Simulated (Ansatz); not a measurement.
# SiNHO (triplet): RPA-PBE over vertical spin and charge gaps, cc-pVTZ

Aim: run SiNHO (triplet) with these functionals over vertical spin and charge gaps, and hold them against the top wave-function level at the same points.

Program: Ansatz 0.2.0, Gaussian basis. Level of theory: cc-pVTZ, all electrons in the functionals, frozen cores in the correlation of double hybrids and RPA. These are calculated values, not measurements.

To be run: RPA-PBE, at charge 0, triplet; charge 0, singlet; charge 0, quintet; charge 1, doublet; charge 1, quartet.

6 further runs of the same task are left out: 6 set aside as unsound or not needed. Runs told in other sessions of the task aren't counted.

## Step 1: What is computed

The geometry is a PBE0/def2-TZVP stationary point (not a proven minimum).

4 atoms, charge 0, spin multiplicity 3.

Atoms are counted from 1 here; the program's logs count them from 0.

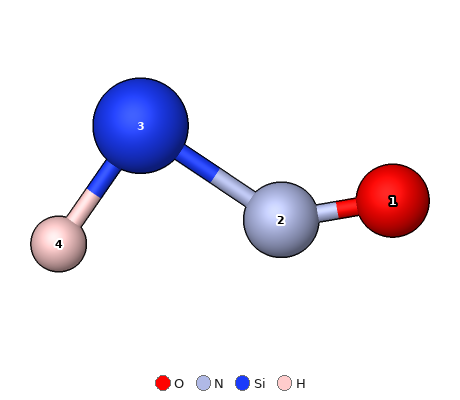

The geometry (oxygen red, nitrogen light blue, silicon blue, hydrogen pink); atoms are numbered from 1 in the order of the file.

No dispersion term is added.

The geometry shown and the zero of energy belong to the point charge 0, triplet. The yardstick, RCCSDT(Q), and other wave-function levels (R restricted, U unrestricted, valence and pair active spaces) come from earlier runs.

## Step 2: RPA-PBE, charge 0, triplet

in.yaml

```yaml
crystal:
  periodic: [false, false, false]
  atoms:
    - {symbol: O, position_ang: [0.000000, -0.144299, 1.624079]}
    - {symbol: N, position_ang: [0.000000, 0.380867, 0.555568]}
    - {symbol: Si, position_ang: [0.000000, -0.153981, -1.144069]}
    - {symbol: H, position_ang: [0.000000, 1.288393, -1.621334]}
basis:
  gaussian: {orbitals: cc-pVTZ}
magnetization: {spin_polarized: true, initial_magnetization: 2}
hamiltonian: {xc: {name: PBE}}
correlation: {method: rpa, electrons: outside_noble_gas}
```

The run is started by

```
ansatz run in.yaml --threads 2 --pin off --events-out ev --progress --plain --max-ram 15360MiB --backend cuda --devices 0, --max-vram 18GiB
```

What it wrote:

```text
Functional definition: PBE
  name "PBE"
  cite "Perdew, Burke & Ernzerhof, Phys. Rev. Lett. 77, 3865 (1996) doi:10.1103/PhysRevLett.77.3865"
  parent pbe
  parameter kappa = 0.804
  parameter beta = 0.06672455060314922
  exchange = pbe_x(kappa = kappa, mu = beta*pi^2/3)
  correlation = pbe_c(beta = beta)
651 factors; integrals over basis functions are off by at most 9.1e-4 eV
mean field evaluation 1: about -11415.9760 eV, gradient 3.4e1 eV
mean field evaluation 2: about -11415.9702 eV, gradient 3.4e1 eV
mean field evaluation 4: about -11419.6416 eV, gradient 1.9e1 eV
mean field evaluation 8: about -11421.3856 eV, gradient 4.4e-1 eV
mean field evaluation 16: about -11421.3862 eV, gradient 3.4e-4 eV
mean field evaluation 32: about -11419.2084 eV, gradient 8.5e0 eV
mean field evaluation 64: about -11419.7709 eV, gradient 5.5e-2 eV
mean field evaluation 96: about -11415.9143 eV, gradient 2.9e1 eV
mean field -11421.38619259 eV, -419.7282008840 hartree, gradient 7.1e-6 eV, S^2 2.003874; 10 other end points of the search recorded, 0 dependent functions left out
7 core orbitals not correlated: weight in the atoms' cores, before any rotation towards them, 1.000 or more for the frozen orbitals, at most 0.000 for the correlated occupied ones
reference -11393.88708411 eV, -418.7176272871 hartree; 9, 7 occupied and 92, 94 virtual orbitals, 651 factors
Total energy: -11416.78704746 eV, -419.5591854179 hartree
```

Run time: 6.5 s. Hardware: 1 × H100 (card shared with other runs) with 2 threads of AMD EPYC 7R13, shared host; peak host memory 0.85 GiB.

From the report: ⟨S²⟩ of the determinant 2.004 (pure triplet: 2.00).

## Step 3: RPA-PBE, charge 0, singlet

Changes to in.yaml since step 2:

```diff
@@ -9,3 +9,3 @@
   gaussian: {orbitals: cc-pVTZ}
-magnetization: {spin_polarized: true, initial_magnetization: 2}
+magnetization: {spin_polarized: true, initial_magnetization: 0}
 hamiltonian: {xc: {name: PBE}}
```

The run is started by

```
ansatz run in.yaml --threads 1 --pin off --events-out ev --progress --plain --max-ram 2560MiB --backend cpu
```

What it wrote, cut to the lines that bear on the results:

```text
Functional definition: PBE
  name "PBE"
  cite "Perdew, Burke & Ernzerhof, Phys. Rev. Lett. 77, 3865 (1996) doi:10.1103/PhysRevLett.77.3865"
  parent pbe
[...]
651 factors; integrals over basis functions are off by at most 9.1e-4 eV
[...]
mean field -11421.55154153 eV, -419.7342773456 hartree, gradient 1.0e-6 eV, S^2 0.495219; 11 other end points of the search recorded, 0 dependent functions left out
7 core orbitals not correlated: weight in the atoms' cores, before any rotation towards them, 1.000 or more for the frozen orbitals, at most 0.000 for the correlated occupied ones
reference -11392.78856959 eV, -418.6772576231 hartree; 8, 8 occupied and 93, 93 virtual orbitals, 651 factors
Total energy: -11416.85078913 eV, -419.5615278811 hartree
```

It took 10 s on 1 thread of AMD EPYC 7R13, shared host.

From the report: ⟨S²⟩ of the determinant 0.495 (pure singlet: 0.00).

From charge 0, triplet: -0.064 eV.

## Step 4: RPA-PBE, charge 0, quintet

Changes to in.yaml since step 3:

```diff
@@ -9,3 +9,3 @@
   gaussian: {orbitals: cc-pVTZ}
-magnetization: {spin_polarized: true, initial_magnetization: 0}
+magnetization: {spin_polarized: true, initial_magnetization: 4}
 hamiltonian: {xc: {name: PBE}}
```

The run is started by

```
ansatz run in.yaml --threads 2 --pin off --events-out ev --progress --plain --max-ram 15360MiB --backend cuda --devices 0, --max-vram 18GiB
```

What it wrote, cut to the lines that bear on the results:

```text
Functional definition: PBE
  name "PBE"
  cite "Perdew, Burke & Ernzerhof, Phys. Rev. Lett. 77, 3865 (1996) doi:10.1103/PhysRevLett.77.3865"
  parent pbe
[...]
651 factors; integrals over basis functions are off by at most 9.1e-4 eV
[...]
mean field -11418.43972477 eV, -419.6199201890 hartree, gradient 4.5e-6 eV, S^2 6.005627; 0 other end points of the search recorded, 0 dependent functions left out
7 core orbitals not correlated: weight in the atoms' cores, before any rotation towards them, 1.000 or more for the frozen orbitals, at most 0.000 for the correlated occupied ones
reference -11392.51543631 eV, -418.6672201599 hartree; 10, 6 occupied and 91, 95 virtual orbitals, 651 factors
Total energy: -11413.86401088 eV, -419.4517658050 hartree
```

Wall time 1.7 s (1 × H100 (card shared with other runs) with 2 threads of AMD EPYC 7R13, shared host); peak host memory 0.85 GiB.

From the report: ⟨S²⟩ of the determinant 6.006 (pure quintet: 6.00).

From charge 0, triplet: +2.923 eV.

## Step 5: RPA-PBE, charge 1, doublet

Changes to in.yaml since step 4:

```diff
@@ -9,3 +9,4 @@
   gaussian: {orbitals: cc-pVTZ}
-magnetization: {spin_polarized: true, initial_magnetization: 4}
+total_charge: 1
+magnetization: {spin_polarized: true, initial_magnetization: 1}
 hamiltonian: {xc: {name: PBE}}
```

The command is unchanged.

What it wrote, cut to the lines that bear on the results:

```text
Functional definition: PBE
  name "PBE"
  cite "Perdew, Burke & Ernzerhof, Phys. Rev. Lett. 77, 3865 (1996) doi:10.1103/PhysRevLett.77.3865"
  parent pbe
[...]
651 factors; integrals over basis functions are off by at most 9.1e-4 eV
[...]
mean field -11413.02866551 eV, -419.4210674288 hartree, gradient 7.4e-6 eV, S^2 0.770170; 7 other end points of the search recorded, 0 dependent functions left out
7 core orbitals not correlated: weight in the atoms' cores, before any rotation towards them, 1.000 or more for the frozen orbitals, at most 0.000 for the correlated occupied ones
reference -11384.84988454 eV, -418.3855163286 hartree; 8, 7 occupied and 93, 94 virtual orbitals, 651 factors
Total energy: -11408.20189721 eV, -419.2436869653 hartree
```

Wall time 2.5 s (1 × H100 (card shared with other runs) with 2 threads of AMD EPYC 7R13, shared host); peak host memory 0.85 GiB.

From the report: ⟨S²⟩ of the determinant 0.770 (pure doublet: 0.75).

From charge 0, triplet: +8.585 eV.

## Step 6: RPA-PBE, charge 1, quartet

Changes to in.yaml since step 5:

```diff
@@ -10,3 +10,3 @@
 total_charge: 1
-magnetization: {spin_polarized: true, initial_magnetization: 1}
+magnetization: {spin_polarized: true, initial_magnetization: 3}
 hamiltonian: {xc: {name: PBE}}
```

The command is unchanged.

What it wrote, cut to the lines that bear on the results:

```text
Functional definition: PBE
  name "PBE"
  cite "Perdew, Burke & Ernzerhof, Phys. Rev. Lett. 77, 3865 (1996) doi:10.1103/PhysRevLett.77.3865"
  parent pbe
[...]
651 factors; integrals over basis functions are off by at most 9.1e-4 eV
[...]
mean field -11411.68383040 eV, -419.3716456502 hartree, gradient 1.6e-6 eV, S^2 3.755844; 0 other end points of the search recorded, 0 dependent functions left out
7 core orbitals not correlated: weight in the atoms' cores, before any rotation towards them, 1.000 or more for the frozen orbitals, at most 0.000 for the correlated occupied ones
reference -11385.17929253 eV, -418.3976218487 hartree; 9, 6 occupied and 92, 95 virtual orbitals, 651 factors
Total energy: -11406.82999255 eV, -419.1932703993 hartree
```

Run time: 6 s. Hardware: 1 × H100 (card shared with other runs) with 2 threads of AMD EPYC 7R13, shared host; peak host memory 0.85 GiB.

From the report: ⟨S²⟩ of the determinant 3.756 (pure quartet: 3.75).

From charge 0, triplet: +9.957 eV.

## Step 7: Against the wave-function levels

The yardstick is RCCSDT(Q), where the cluster series has nearly closed. It comes from earlier runs at the same points. Energies in eV, counted from charge 0, triplet; blanks weren't run or aren't comparable.

| level | triplet to singlet | triplet to quintet | ionisation to the doublet cation | ionisation to the quartet cation |
| --- | --- | --- | --- | --- |
| RCCSDT(Q) |  | 2.852 |  |  |
| RPA-PBE | -0.064 | 2.923 | 8.585 | 9.957 |

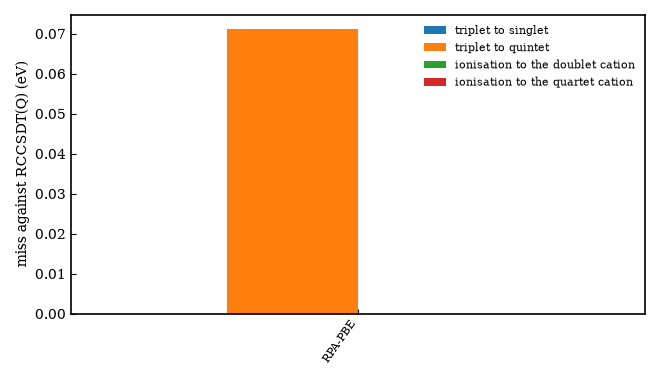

Misses of the gaps against RCCSDT(Q).

Largest miss and mean time a point (RCCSDT(Q) took 3.2 min a point; shared hosts):

| level | largest miss (eV) | where | time a point |
| --- | --- | --- | --- |
| RPA-PBE | +0.071 | triplet to quintet | 5.4 s |

## Step 8: Outcome

| quantity | value |
| --- | --- |
| triplet to quintet, RCCSDT(Q) | 2.852 eV |
| largest miss, RPA-PBE | +0.071 eV (triplet to quintet) |

Misses are known at 1 of 4 points at best, and only functionals with that many are ranked. RPA-PBE strays by up to 0.071 eV, at triplet to quintet. RPA-PBE clearly breaks the spin symmetry at some points (⟨S²⟩ up to 0.50 above the pure value), so energy there is bought with a mixed spin. Functionals and the yardstick converge differently with the basis, so part of each miss in cc-pVTZ is the basis.
